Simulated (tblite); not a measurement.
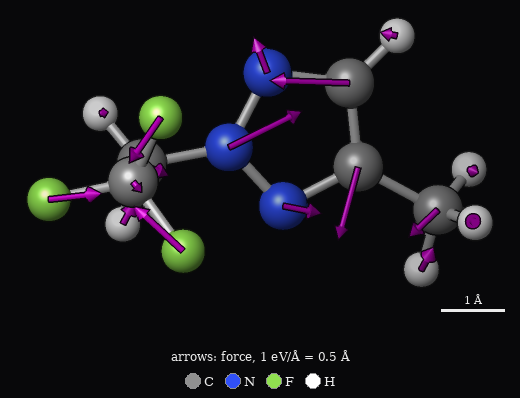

Starting geometry of C5H6F3N3 with the computed forces as purple arrows. A ball-and-stick model, seen at a tilt.

Method: GFN2-xTB geometry optimisation, gas phase (tblite 0.8.0). 

Is this structure relaxed? If not, where do the atoms go?

It isn't relaxed: the largest force vector, on an N atom, is 2.79 eV/Å. The final displacements follow the starting forces only in part (cosine between the two patterns 0.59). The largest move after the best rigid fit is that of an H atom, 0.19 Å. By element the largest moves are H 0.19 Å, F 0.13 Å, C 0.09 Å, N 0.07 Å. Some distances before and after: C–F 1.400 → 1.335 Å, C–N 1.369 → 1.325 Å, C–C 1.365 → 1.408 Å, C–F 1.383 → 1.342 Å. Bond angles that change, for instance: F–C–F 113.2° → 106.9°, C–C–F 104.4° → 110.7°, N–C–H 127.9° → 121.7°. After 25 geometry steps the energy has fallen by 0.776 eV.
